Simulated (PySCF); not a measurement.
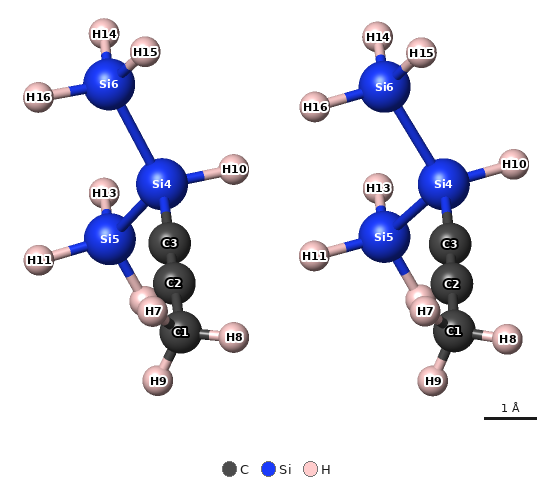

Two geometries of C3H10Si3, drawn at one scale. One is the start of a relaxation, the other its converged end. The picture is a ball-and-stick view, seen from a free direction.

Method: PySCF 2.14.0, density-fitted response routines, PBE0-D3(BJ)/def2-SVP geometry optimisation, gas phase. 

Q: Which of the two is the end point?

A: The right one is the relaxed one. The start comes from GFN2-xTB. Its atoms were then displaced at random by about 0.01 Å. After 4 geometry steps the energy has fallen by 3.47 kcal/mol. The atom that moves furthest after the best rigid fit is an H atom (0.19 Å). Largest moves by element: H 0.19 Å, Si 0.12 Å, C 0.09 Å. Among the contacts that change: H–Si 1.457 → 1.495 Å, C–Si 1.798 → 1.827 Å, C–C 1.476 → 1.450 Å, C–H 1.077 → 1.101 Å. Bond angles that change, for instance: C–Si–H 103.9° → 110.0°, Si–Si–Si 115.7° → 110.1°, H–C–H 112.6° → 107.9°. Cost: 47 s on 1 thread of Arm Neoverse V1 (shared host).
